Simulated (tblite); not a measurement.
Molecular dynamics, with input and output: C₅H₇F₃O (part 3 of 3)

The same run, continued: C₅H₇F₃O; GFN2-xTB Langevin dynamics, gas phase (tblite 0.8.0). It belongs to a series of runs on one base structure; here: constitutional isomer.

Geometry of the input (Å):
```
C  -1.7686  0.2298  1.6477
C  -0.8629  0.5950  0.5017
C  -0.8395  -0.2265  -0.7487
F  -0.7163  0.4162  -1.9438
C  0.3493  -0.2366  0.1806
O  1.5160  0.4566  -0.1759
C  2.2330  -0.1150  -1.1732
F  2.7815  -1.2970  -0.7699
F  3.2567  0.6907  -1.4657
H  -2.7610  0.6449  1.4866
H  -1.8549  -0.8498  1.7425
H  -1.3722  0.6294  2.5780
H  -0.7199  1.6570  0.3446
H  -1.4522  -1.1129  -0.8600
H  0.5383  -1.1472  0.7425
H  1.6653  -0.3257  -2.0985
```

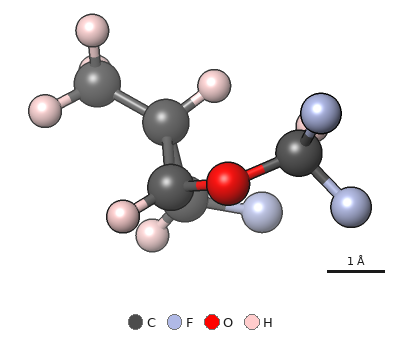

Figure 1. The geometry at step 35 of the log (ball-and-stick view, seen at a tilt).

Trajectory as extended XYZ, continued:
```
16
Properties=species:S:1:pos:R:3:forces:R:3 step=29 time_fs=725.0 energy=-883.68589 temperature=437.6
C    -2.4261    1.0344    2.1629   -1.5382   1.0535   1.7016
C    -1.2729    0.6320    1.2992    0.6342   2.6568  -0.3365
C    -1.4348   -0.3330    0.1481   -3.2309   0.9165  -0.2627
F    -0.8880   -0.0152   -1.0480   -0.0371  -0.4455   0.3370
C    -0.7836   -0.7434    1.3779    0.6472  -2.4034   1.9940
O     0.5384   -1.2235    1.3877   -1.7487  -0.9638   1.0018
C     1.2884   -0.6339    0.5405    4.1506   0.5791  -1.6067
F     1.4026   -1.1839   -0.7609   -1.0161   0.7933   1.2059
F     2.5833   -0.8359    0.9352    0.5683  -0.4966   0.4828
H    -2.2004    0.8448    3.2370    0.1999   0.1627  -0.5739
H    -2.7184    2.1493    2.1388    0.6624  -1.6493  -0.3932
H    -3.3720    0.4688    2.0301    0.6527   0.2222  -0.4736
H    -0.6207    1.5256    1.1128   -0.2254  -1.1382   0.2015
H    -2.5189   -0.6061    0.1474    0.8558  -0.2372  -1.0839
H    -1.3317   -1.3980    2.1176    0.3884   0.4990  -1.0200
H     1.3160    0.4586    0.6100   -0.9632   0.4511  -1.1743
16
Properties=species:S:1:pos:R:3:forces:R:3 step=30 time_fs=750.0 energy=-883.89362 temperature=731.3
C    -2.5172    1.1122    2.1830    0.3049   1.4280   2.2335
C    -1.2856    0.5565    1.4868   -0.8150   2.5012   0.4013
C    -1.5721   -0.1726    0.2299   -1.0068  -1.1633   1.2615
F    -0.8061    0.0940   -0.8050    0.2386   0.2236  -1.5932
C    -0.8838   -0.8505    1.4064    2.0321  -0.3653  -0.3601
O     0.5438   -1.2919    1.4073   -1.1927   0.9392  -0.0476
C     1.4349   -0.6445    0.6049   -0.3891  -0.3521  -0.5753
F     1.4012   -1.2829   -0.6483   -0.0979   1.2224   0.7684
F     2.7111   -0.8087    0.9550    0.1700  -0.6511   0.7656
H    -2.6039    0.8567    3.2787    0.4390   0.1724  -0.9904
H    -2.5958    2.2465    2.1318    0.7161  -1.2339   0.0618
H    -3.4373    0.8357    1.7682   -1.0927  -0.9800  -0.8376
H    -0.5391    1.3368    1.4686    0.4004  -0.1343  -0.1733
H    -2.6643   -0.4252    0.0640    1.4942   0.1414  -0.4121
H    -1.3847   -1.5125    2.0438   -0.5451  -1.1163   0.4362
H     1.3658    0.4784    0.6382   -0.6561  -0.6319  -0.9387
16
Properties=species:S:1:pos:R:3:forces:R:3 step=31 time_fs=775.0 energy=-883.52011 temperature=622.4
C    -2.5610    1.2050    2.3828    0.6955  -3.9340  -0.7710
C    -1.3335    0.5864    1.6293   -3.2330  -2.2707   0.0070
C    -1.5165   -0.1513    0.3115   -0.0565  -0.2904  -0.5125
F    -0.7727    0.2034   -0.7996   -0.1198   0.1259   0.5981
C    -0.8860   -0.8802    1.4620    1.0344   1.0415  -0.8581
O     0.4819   -1.2545    1.4768    1.8167   1.2470  -0.6215
C     1.5232   -0.6948    0.5714   -0.5435   0.9140   3.7453
F     1.4403   -1.3193   -0.5135   -0.0011  -1.6260  -2.9294
F     2.7940   -0.9890    1.1082   -1.9327   0.3143  -0.2391
H    -2.7195    0.9485    3.4129    0.4737  -0.4441   0.3902
H    -2.5780    2.1950    2.2928    0.6792   4.1311  -0.2106
H    -3.4426    0.9303    1.8494   -0.7961  -0.7949  -0.3540
H    -0.5293    1.1897    1.6026    2.5106   2.0673   0.0156
H    -2.4384   -0.6217   -0.0683    0.1479   0.7284   0.3999
H    -1.4305   -1.7440    1.7547   -0.3432  -0.3229   0.7169
H     1.5327    0.4239    0.3580   -0.3321  -0.8865   0.6232
16
Properties=species:S:1:pos:R:3:forces:R:3 step=32 time_fs=800.0 energy=-884.04773 temperature=686.7
C    -2.3495    1.1770    2.4694   -1.8454  -1.3941  -0.9312
C    -1.2216    0.6531    1.6126    0.3484   0.8889   2.2552
C    -1.4764   -0.0295    0.3713   -0.0040  -1.4833  -0.6096
F    -0.9016    0.2810   -0.8020    1.0974   0.3372  -0.3974
C    -0.8176   -0.8044    1.5417   -1.9910   0.1549  -1.0657
O     0.5080   -1.1031    1.6402    1.5995  -0.0839  -1.6278
C     1.4282   -0.6626    0.6980    1.0629  -1.1597   0.5088
F     1.5071   -1.2968   -0.5379   -0.9060   0.2713   1.0563
F     2.5889   -1.1323    1.2920   -0.4947   1.1412  -0.5389
H    -2.1533    1.1691    3.5411   -0.0176  -0.0458  -0.3519
H    -2.5451    2.1561    2.0911   -0.2016   0.8425   0.2458
H    -3.3317    0.5814    2.2180    1.7836   0.8299   0.7783
H    -0.3487    1.3252    1.6720   -0.3528  -0.3542  -0.2167
H    -2.4548   -0.3543    0.0911   -0.8326  -0.1873   0.3351
H    -1.4539   -1.6647    1.9008    0.7609   1.1524  -0.0827
H     1.4717    0.4390    0.4254   -0.0069  -0.9099   0.6425
16
Properties=species:S:1:pos:R:3:forces:R:3 step=33 time_fs=825.0 energy=-883.89940 temperature=614.8
C    -2.1863    1.1878    2.6793   -1.9609   1.4316  -1.7199
C    -1.1339    0.8976    1.6099    1.1550   1.2201   1.5524
C    -1.5882    0.1336    0.4067   -0.3675  -0.5696  -0.1909
F    -0.9042    0.3190   -0.7672   -0.1198  -0.0399   0.4253
C    -0.8075   -0.5861    1.5409   -1.4103   1.4165   0.2751
O     0.4403   -1.1440    1.5007   -0.2655  -0.7107   0.4632
C     1.4511   -0.6807    0.7799   -1.0631   0.7452  -1.5322
F     1.4648   -1.2883   -0.4366    0.2643  -0.4333  -0.4840
F     2.5184   -1.0910    1.4086    1.5109   0.2833   0.3150
H    -1.7570    1.4563    3.6337   -0.0904  -0.1635  -0.0289
H    -2.8711    2.0444    2.2970    1.3734  -0.6894   0.7256
H    -2.9564    0.4071    2.7235    0.7083  -0.2432   0.4199
H    -0.2858    1.6964    1.7195   -1.5365  -1.4637  -1.0263
H    -2.6948   -0.0267    0.1283    1.6885   0.1245   0.7556
H    -1.2910   -1.0671    2.3907   -0.3898  -0.5531  -0.7386
H     1.3957    0.4050    0.4789    0.5033  -0.3547   0.7888
16
Properties=species:S:1:pos:R:3:forces:R:3 step=34 time_fs=850.0 energy=-883.85641 temperature=370.3
C    -2.0763    1.4302    2.8033    0.2030   0.0596  -0.2544
C    -1.1382    1.0207    1.6876   -0.2850  -1.5364  -1.1746
C    -1.5721    0.1466    0.4180   -0.8953   1.6076  -0.4611
F    -0.8458    0.3693   -0.7354   -0.2832   0.1351   0.5755
C    -0.8775   -0.5046    1.5306   -1.0064   0.0194   1.0898
O     0.2474   -1.2968    1.3831    1.9257  -0.4896   0.7708
C     1.4183   -0.8176    0.8331   -2.3296   1.4700  -2.4283
F     1.5204   -1.2990   -0.4526    0.3882  -1.1911   0.0285
F     2.5652   -1.0469    1.4170   -0.0231  -0.3930   0.7338
H    -1.5071    1.6073    3.6850    0.8558   0.5078   0.6250
H    -2.7391    2.2848    2.6869    0.2500  -0.0086  -0.6519
H    -2.6485    0.6026    3.0902   -1.3173  -1.2453   0.0995
H    -0.3575    1.7695    1.5980    0.1098  -0.4551  -0.5922
H    -2.6350   -0.0968    0.0973    1.2748   0.4792   0.6925
H    -1.5881   -1.1154    2.1377    0.6755   0.3905  -0.2213
H     1.2749    0.2329    0.5107    0.4569   0.6497   1.1685
16
Properties=species:S:1:pos:R:3:forces:R:3 step=35 time_fs=875.0 energy=-883.93641 temperature=389.5
C    -1.8473    1.5711    2.6410    0.5557  -1.6465   3.2337
C    -0.9987    0.7826    1.7228   -1.2089   0.3537  -1.1700
C    -1.6340    0.3023    0.4479    5.0483  -1.6447   0.3391
F    -0.8547    0.4097   -0.7165   -0.6437   0.2527   0.6319
C    -0.9940   -0.7008    1.4948   -0.0386   1.8374  -0.8677
O     0.2514   -1.3148    1.3521    0.7151   0.2308  -0.5343
C     1.3155   -0.7066    0.7171   -0.1373  -0.6600   0.1947
F     1.5723   -1.3114   -0.4279   -0.1300  -1.1818  -1.5948
F     2.4524   -1.0229    1.4147   -0.6428   0.9191   0.3680
H    -1.2117    1.7807    3.5221   -0.0038   0.5616  -0.3266
H    -2.2589    2.4625    2.2797   -0.4709   0.9143  -0.6986
H    -2.5841    0.9341    3.1497   -0.4395   0.1708  -0.7301
H    -0.0808    1.2811    1.5171    0.7176   0.1570   0.0664
H    -2.5982    0.2059    0.2030   -3.2289  -0.0799  -0.5824
H    -1.6676   -1.3871    1.9554   -0.1825  -0.1600   0.4233
H     1.2488    0.3424    0.3482    0.0904  -0.0245   1.2475
16
Properties=species:S:1:pos:R:3:forces:R:3 step=36 time_fs=900.0 energy=-884.04317 temperature=449.9
C    -1.6265    1.6127    2.7366   -2.3767  -1.8149   1.0454
C    -0.9453    0.7451    1.7123    1.1964   1.7457  -0.4735
C    -1.5098    0.2632    0.4125   -0.7013  -0.1785  -0.7004
F    -0.9507    0.4801   -0.8208    1.0496   0.1402   0.2989
C    -0.9665   -0.7240    1.4031    0.3630   1.5473  -0.1595
O     0.2888   -1.2783    1.2550    0.8291  -0.7756  -0.0186
C     1.3402   -0.6816    0.6436   -0.0776  -0.5890  -0.3957
F     1.5585   -1.3743   -0.5199    0.7228  -0.3880   0.5421
F     2.4021   -0.8010    1.5144   -0.5221   0.0298  -1.1389
H    -1.0808    1.6774    3.6787    0.4728   0.3867  -0.4884
H    -1.9753    2.5935    2.3700    0.3918  -0.6745   0.1647
H    -2.5253    0.9878    3.0946    0.5956   1.1578  -0.6541
H     0.0828    1.1474    1.5796   -0.5567  -0.2535  -0.0110
H    -2.5464    0.2530    0.1215   -0.6851  -0.0189   0.8974
H    -1.6119   -1.4032    1.8952   -0.4195  -0.5500   0.2875
H     1.3243    0.3382    0.2207   -0.2821   0.2353   0.8044
16
Properties=species:S:1:pos:R:3:forces:R:3 step=37 time_fs=925.0 energy=-884.10797 temperature=542.1
C    -1.5828    1.5073    2.8257   -0.7669  -0.2321   0.6324
C    -0.9227    0.9777    1.5491    0.7886  -0.2092   1.0588
C    -1.5526    0.2904    0.3632   -2.5928   1.8804  -0.8568
F    -0.9396    0.5219   -0.7980    0.8974   0.2458  -1.2437
C    -0.8467   -0.5295    1.3146   -0.5444  -1.2838   2.9021
O     0.2735   -1.3306    1.0218    0.3435   0.8494   0.5802
C     1.3517   -0.6111    0.6135   -0.3497  -0.5307  -1.5285
F     1.8781   -1.2325   -0.4552    0.3409  -0.6616  -0.5191
F     2.3830   -0.4910    1.4416    0.0539  -0.1067   1.0506
H    -1.0353    1.2173    3.7750   -0.1145   0.4277  -1.3103
H    -1.6391    2.6313    2.7669   -0.1502  -1.2742   0.1614
H    -2.5929    1.0445    3.0016    0.7317   0.7305  -0.5040
H    -0.0161    1.5646    1.4116   -0.1532  -0.1321  -0.4924
H    -2.6495    0.3950    0.0819    0.9999  -0.6408   1.0220
H    -1.4610   -1.0445    2.1098    0.5554   0.1062  -1.0863
H     1.0924    0.3619    0.2206   -0.0396   0.8311   0.1335
16
Properties=species:S:1:pos:R:3:forces:R:3 step=38 time_fs=950.0 energy=-884.22970 temperature=621.9
C    -1.5764    1.4908    2.7610    0.3637   1.0000   0.9987
C    -0.9145    1.0681    1.4946    1.1270   2.6588   1.2777
C    -1.6899    0.4462    0.4182    2.0356  -0.0248  -1.4208
F    -1.0075    0.6562   -0.7991   -1.0194  -0.2784   0.3766
C    -0.8098   -0.3377    1.3840   -0.2585  -4.5637  -0.5090
O     0.3051   -1.1391    0.8974   -1.1908   0.4490   0.1177
C     1.3933   -0.4662    0.5123    0.3693   0.4093   0.1971
F     2.1266   -1.1060   -0.4018   -0.0024  -0.6818   0.2471
F     2.2111   -0.3196    1.6346   -0.1871   0.3166  -0.8499
H    -1.0731    1.0254    3.6286   -0.1075   0.4470  -0.3833
H    -1.5276    2.5814    2.8328   -0.0344  -0.1678   0.2849
H    -2.6059    1.2073    2.8162   -0.5877  -0.2357  -0.1566
H    -0.0296    1.6626    1.2108   -0.6109  -0.0705   0.1152
H    -2.7374    0.4838    0.2971   -0.6863  -0.2635  -0.0776
H    -1.3446   -0.9912    2.1328    0.6211   0.6890  -0.8178
H     1.1867    0.4956    0.0097    0.1683   0.3166   0.5998
16
Properties=species:S:1:pos:R:3:forces:R:3 step=39 time_fs=975.0 energy=-884.09988 temperature=676.2
C    -1.6357    1.6984    2.8061   -1.2170  -3.1301  -0.0511
C    -0.8774    1.1294    1.6340   -1.2639  -0.5759   0.1212
C    -1.5989    0.5893    0.4531   -1.2716   0.2818  -1.9705
F    -1.2130    0.7292   -0.8891   -0.2727   0.3556   1.3645
C    -0.8665   -0.3366    1.2993    2.7638  -0.8970  -0.9191
O     0.3385   -0.9445    0.6874   -1.2645   1.0280   0.8266
C     1.4645   -0.2090    0.5703    0.2749  -2.1729   0.1268
F     2.2623   -1.0232   -0.1967   -0.0622   0.8240   0.5257
F     2.0612   -0.1522    1.8231   -0.0355   0.5643  -0.9444
H    -1.1511    1.3898    3.7099    0.3615  -0.2117   0.5817
H    -1.7124    2.7214    2.8324   -0.1900   2.2271  -0.3752
H    -2.6697    1.2214    2.8361    1.1147   0.7271  -0.0729
H     0.0262    1.5780    1.3956    1.4397   1.0039  -0.1020
H    -2.6654    0.4040    0.5516   -0.1374   0.6131  -0.5076
H    -1.4287   -1.1311    1.6895   -0.2781  -0.7195   1.0667
H     1.4303    0.7654    0.0650    0.0383   0.0822   0.3296
16
Properties=species:S:1:pos:R:3:forces:R:3 step=40 time_fs=1000.0 energy=-884.14367 temperature=505.9
C    -1.7205    1.7201    2.7730    2.2637  -1.2012   0.7049
C    -0.8568    1.1508    1.6038   -1.6559   0.6174  -0.8049
C    -1.6960    0.6099    0.4363   -1.9387   0.9275  -1.0278
F    -1.3560    0.9554   -0.8898   -0.4459  -0.4478   1.6561
C    -0.8556   -0.3001    1.1827    2.8742  -1.5531   0.6932
O     0.3326   -0.8398    0.4677   -1.0887  -0.0208   1.4810
C     1.5135   -0.2069    0.6266   -0.1077   0.3047  -0.7945
F     2.4584   -0.9016   -0.0339   -0.1562  -0.2045   0.4570
F     1.9392   -0.0038    1.9006   -0.2123  -0.5077  -0.0675
H    -1.1206    1.7509    3.7223   -0.3801  -0.2030  -0.8149
H    -1.9805    2.7105    2.5700   -0.2364   1.5360  -0.5695
H    -2.6374    1.2100    2.9939   -0.1393  -0.6987  -0.2424
H    -0.0379    1.7941    1.2236   -0.5608  -0.4717   0.7556
H    -2.8280    0.4764    0.5735    1.6063   0.4541  -0.5379
H    -1.2024   -1.0911    1.8819   -0.0328   0.6463  -0.6869
H     1.4897    0.7709    0.1510    0.2106   0.8227  -0.2015
```

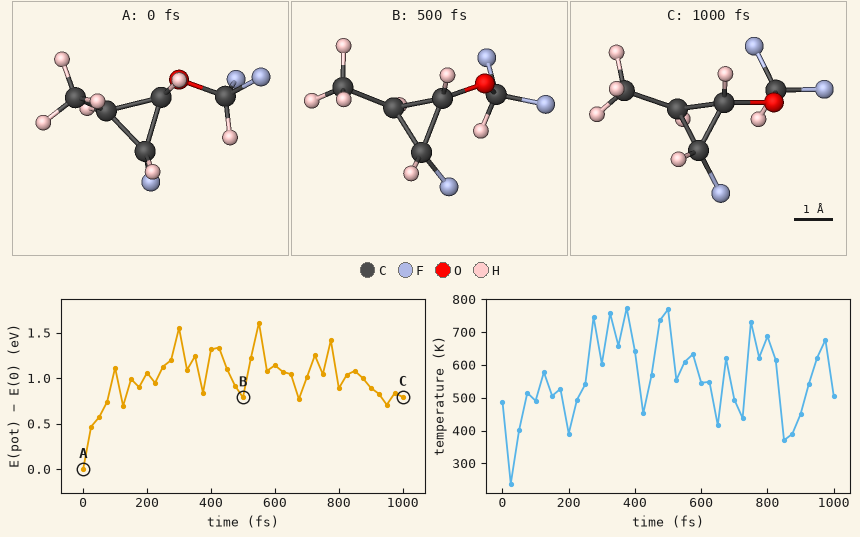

Figure 2. Frames of the molecular dynamics (ball-and-stick, seen at a tilt) above the curves, on which the letters mark them. The trajectory kept here has 41 frames over 1000 fs. The temperature starts at 488 K, ranges from 238 to 773 K and averages 564 K over the second half. The potential energy ends 0.793 eV above its first value. After an unweighted best fit of the last frame on the first, the root-mean-square displacement is 1.27 Å, and H11 has moved furthest (2.21 Å).

Key numbers:

```csv
quantity,value
outcome,finished
mean temperature over the second half,564 K
trajectory,"41 frames kept, 1000 fs"
wall time,40 s
peak memory,0.18 GiB
```
